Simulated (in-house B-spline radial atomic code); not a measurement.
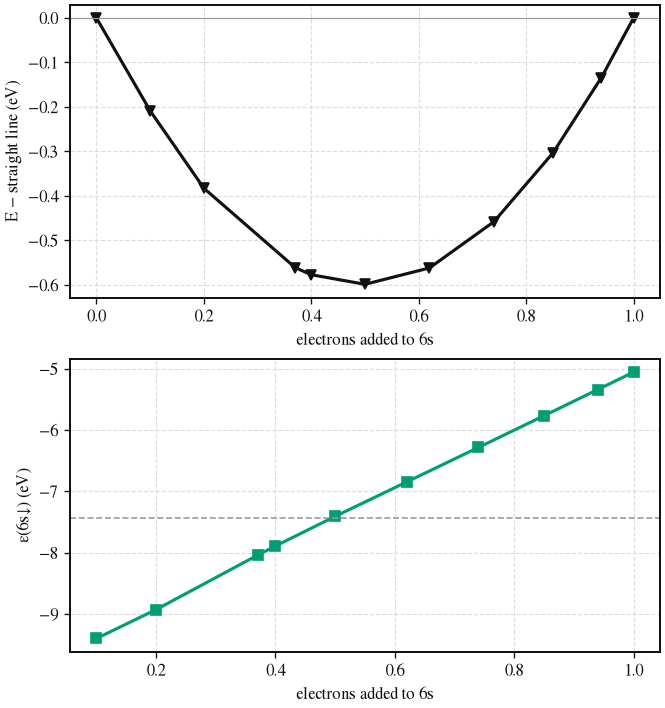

Level of theory: scalar-relativistic (spin-free one-electron X2C) HSE06, spin-polarised, spherical fractional occupations, Fermi nucleus, basis-set limit. Computed with an in-house B-spline radial code. The occupation of the 6s shell is varied from Re⁺ ([Xe] 4f14 5d5 6s1 (high spin)) to Re ([Xe] 4f14 5d5 6s2 (high spin)), with spherical fractional occupations. The plot shows the total energy less the straight line between the end points, and the eigenvalue of 6s↓ (the dashed line is minus the energy to take the whole electron out).

Is the energy convex or concave in the occupation, and by how much?

The curve is convex (below the straight line), with the largest deviation among the points computed, −0.60 eV, at 0.5. The end points differ by 7.43 eV, the energy to take the electron out. The eigenvalue, which is the slope of the energy (Janak's theorem), moves from −9.40 eV at 0.1 to −5.06 eV at 1; for a straight line it would stay constant, and a parabola would sag by an eighth of this change, scaled to a whole electron, 0.60 eV. Convexity is the delocalisation error: fractional charges are too low in energy. Exact exchange at spherical fractional occupations leaves self-interaction in partly filled shells, which adds to the curvature.
